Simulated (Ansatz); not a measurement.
## Electronic structure of NH2 (SMILES [NH2-]) (charge −1) in real space

Input

```
crystal:
  periodic: [false, false, false]
  atoms:
    - {symbol: N, position_ang: [0.342200, -0.203000, 0.168700]}
    - {symbol: H, position_ang: [0.125500, 0.801200, 0.156000]}
    - {symbol: H, position_ang: [-0.467700, -0.598200, -0.324700]}
basis:
  gaussian:
    orbitals: def2-TZVPP
hamiltonian:
  xc: {name: B2GP-PLYP}
  dispersion: {method: d3bjatm, functional: pbe0}
correlation:
  electrons: outside_noble_gas
total_charge: -1
output: {forces: true, orbitals: {seedname: orbitals}}
```

Run with:

```sh
ansatz run input.yaml --threads 1 --pin off --max-ram 2610MiB --events-out events.jsonl --progress --plain --runs-dir runs
```

Geometry: PBE0-D4/def2-TZVPD; the highest occupied orbital lies above zero, a sign that basis and functional describe the outermost electron poorly.

These are results of Ansatz, isolated molecule in a Gaussian basis; Kohn-Sham density functional theory, functional B2GP-PLYP, not measurements.

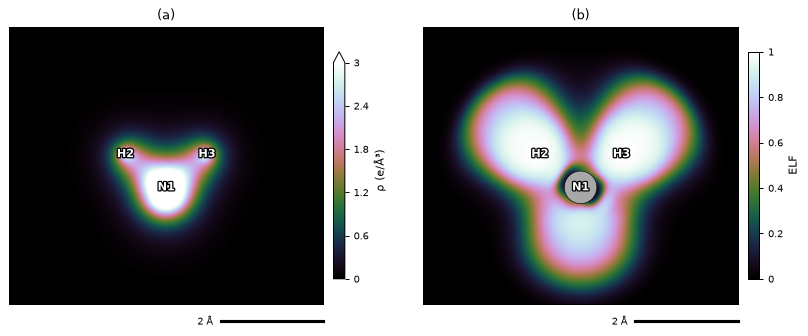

Figure 1. (a) total electron density; (b) electron localisation function on the molecular plane. Grey discs cover the atomic cores in the ELF map.

Question: What do the fields say about this system?

Answer: The section cuts through N and H sites.
N–H (1.03 Å): the density is about 2.6 e/Å³ at the midpoint; the ELF climbs to about 1 towards the hydrogen, as it does in any bond to H (an ordinary covalent bond to hydrogen).
The ELF also peaks beside N1, away from the bonds: lone-pair regions.

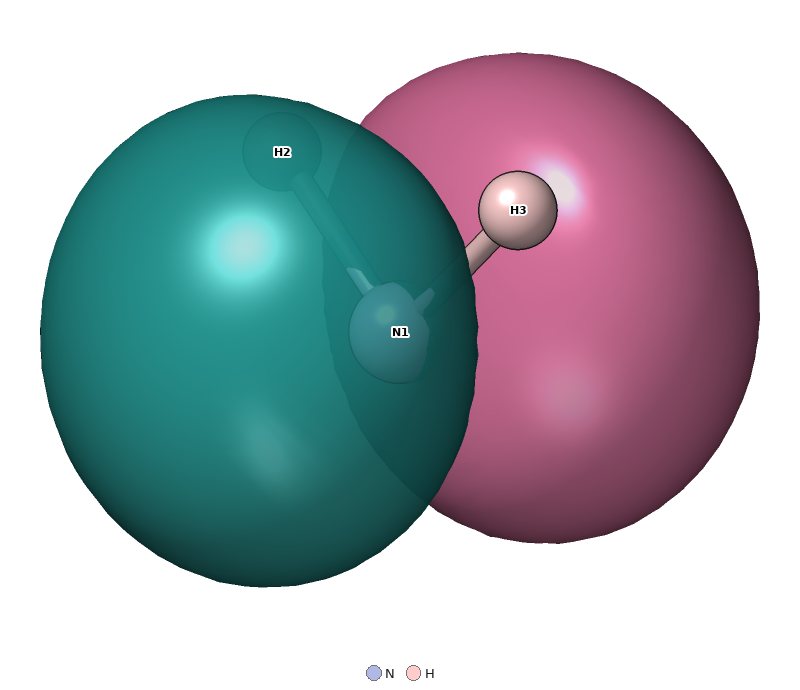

Figure 2. The HOMO at ±0.15 Å⁻³ᐟ² (teal and pink are the two phases), seen at an oblique angle.

Question: Describe this orbital and give its energy.

Answer: Its weight (Hirshfeld) is mainly on N1 (about 85 %), H2 (about 10 %) and H3 (about 10 %); it changes sign across the molecular plane (π type). Its energy is 0.75 eV.
